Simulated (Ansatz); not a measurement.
## Two runs on AlH2O

System: AlH2O, multiplicity 2, SMILES [O][AlH2].
Method of run 1: UKS SPW92/def2-TZVPP (Ansatz 0.2.0).

The geometry comes from this level: PBE0-D4/def2-TZVP. Text and figures count atoms from 1; the logs count them from 0 in places.

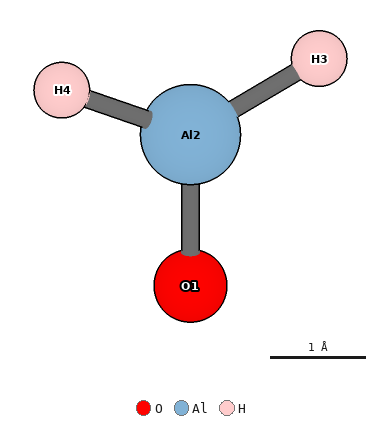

**Figure 1.** The structure as given in the input (ball-and-stick view, seen at a tilt; atoms are numbered from 1 in the order of the input). Sticks mark near contacts. Bond lengths as drawn: Al–H 1.58 Å and Al–O 1.73 Å.

The input, run 1:
```yaml
crystal:
  periodic: [false, false, false]
  atoms:
    - {symbol: O, position_ang: [0.062590, -0.856281, 1.401414]}
    - {symbol: Al, position_ang: [0.011258, 0.029944, -0.080399]}
    - {symbol: H, position_ang: [-1.149571, -0.360807, -1.076020]}
    - {symbol: H, position_ang: [1.131123, 1.126844, -0.265295]}
basis:
  gaussian: {orbitals: def2-TZVPP}
magnetization: {spin_polarized: true, initial_magnetization: 1}
hamiltonian: {xc: lda}
output: {orbitals: {seedname: orbitals}}
```

Hardware: 2 CPU threads, shared host.

Output (run 1):
```
Functional definition: SPW92
  exchange = slater_x
  correlation = pw_c
538 factors; their error is unknown
mean field evaluation 1: about -8618.0999 eV, gradient 5.6e1 eV
mean field evaluation 2: about -8386.1605 eV, gradient 1.4e2 eV
mean field evaluation 4: about -8627.6660 eV, gradient 2.6e1 eV
mean field evaluation 8: about -8631.8747 eV, gradient 1.8e-1 eV
mean field evaluation 16: about -8631.8710 eV, gradient 3.7e-4 eV
mean field evaluation 32: about -8631.5434 eV, gradient 2.6e0 eV
mean field -8631.87101805 eV, -317.2154090210 hartree, gradient 2.1e-5 eV, S^2 0.754885; 4 other end points of the search recorded, 0 dependent functions left out
reference -8631.87105282 eV, -317.2154102989 hartree; 12, 11 occupied and 89, 90 virtual orbitals, 538 factors
Total energy: -8631.87105282 eV, -317.2154102989 hartree
```

Run 2 used a changed input.

The two runs side by side:

```tsv
quantity	run 1	run 2
outcome	converged	converged
total energy (hartree)	−317.215410	−318.765649
HOMO (eV)	−7.18	−7.85
LUMO (eV)	−6.50	−5.30
⟨S²⟩	0.755	0.756
basis functions	101	101
wall time (shared host)	0.95 s	4.3 s
```

What was changed in the input?

The change (lines with − go, lines with + come):
```diff
-hamiltonian: {xc: lda}
+hamiltonian: {xc: {name: B97M-V}}
```

The total energies belong to different methods, so their difference says nothing on which is more stable or more accurate. The HOMO goes from −7.18 to −7.85 eV. The LUMO goes from −6.50 to −5.30 eV.

Output (run 2):
```
Functional definition: B97M-V
  parameter cx00 = 1.000
  parameter cx01 = 1.308
  parameter cx02 = 1.901
  parameter cx10 = 0.416
  parameter cx11 = 3.070
  parameter css00 = 1.000
  parameter css02 = -1.855
  parameter css10 = -5.668
  parameter css32 = -20.497
  parameter css42 = -20.364
  parameter cos00 = 1.000
  parameter cos01 = 1.573
  parameter cos03 = -6.298
  parameter cos10 = 2.535
  parameter cos32 = -6.427
  parameter b = 6.0
  parameter c = 0.01
  gx(w, u) = cx00 + cx01*u + cx02*u^2 + (cx10 + cx11*u)*w
  gss(w, u) = css00 + css02*u^2 + css10*w + (css32*w^3 + css42*w^4)*u^2
  gos(w, u) = cos00 + cos01*u + cos03*u^3 + cos10*w + cos32*w^3*u^2
  exchange = spin_sum(e_x_unif_s*gx(b97_w, b97_u_x))
  correlation = spin_sum(e_c_pw_mod_same_spin*gss(b97_w, b97_u_same))
      + integral(e_c_pw_mod_opposite_spin*gos(b97_w_opposite, b97_u_opposite)) + vv10(b, c)
538 factors; their error is unknown
mean field evaluation 1: about -8660.9871 eV, gradient 5.2e1 eV
mean field evaluation 2: about -8451.1349 eV, gradient 1.2e2 eV
mean field evaluation 4: about -8671.9489 eV, gradient 1.8e1 eV
mean field evaluation 8: about -8674.0580 eV, gradient 1.7e-1 eV
mean field evaluation 16: about -8674.0551 eV, gradient 2.3e-4 eV
mean field evaluation 32: about -8673.8323 eV, gradient 1.4e0 eV
mean field -8674.05514191 eV, -318.7656469794 hartree, gradient 1.3e-5 eV, S^2 0.755932; 4 other end points of the search recorded, 0 dependent functions left out
reference -8674.05519675 eV, -318.7656489949 hartree; 12, 11 occupied and 89, 90 virtual orbitals, 538 factors
Total energy: -8674.05519675 eV, -318.7656489949 hartree
```
